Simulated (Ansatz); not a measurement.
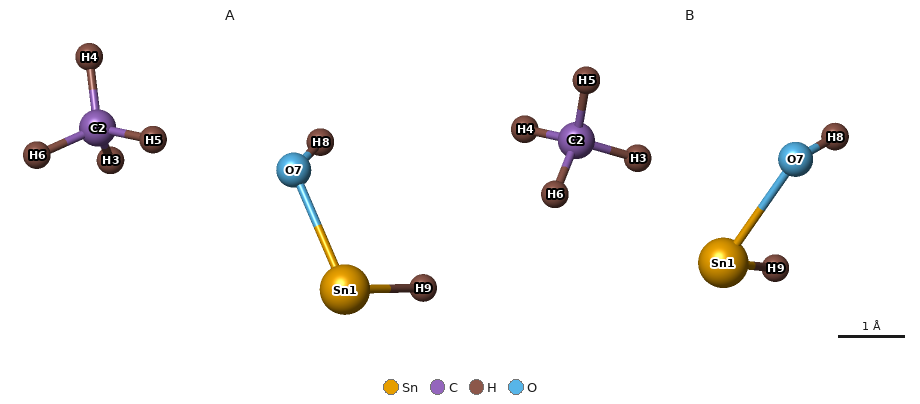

Two geometries of CH6OSn, drawn at one scale. One is the start of a relaxation, the other its converged end. A ball-and-stick model, seen at a tilt.

The calculation used RKS B3LYP/def2-SVP in Ansatz 0.2.0. Set-up: no spin polarisation; force threshold 0.03 eV/Å; at most 50 steps.

Which of the two is the end point?

Structure A is the relaxed one. The run prepares an end point of a later path (reaction) calculation, from a guessed geometry. After 36 accepted moves (44 points after the start) the energy has fallen by 8.52 kJ/mol. The largest force component goes from 0.15 to 0.014 eV/Å. The line search rejected the trial steps at points 2, 10, 15, 18, 22, 26, 30, 34 of the run. The forces were under the threshold at step 27, but the run went on from there. The largest move after the best rigid fit is that of H9, 1.87 Å. Largest moves by element: H 1.87 Å, Sn 1.43 Å, O 0.82 Å, C 0.35 Å.

Limits of the set-up: the start holds two separate molecules, 2.7 Å apart at their closest, whose relative position is a soft coordinate and is computed without a dispersion correction.
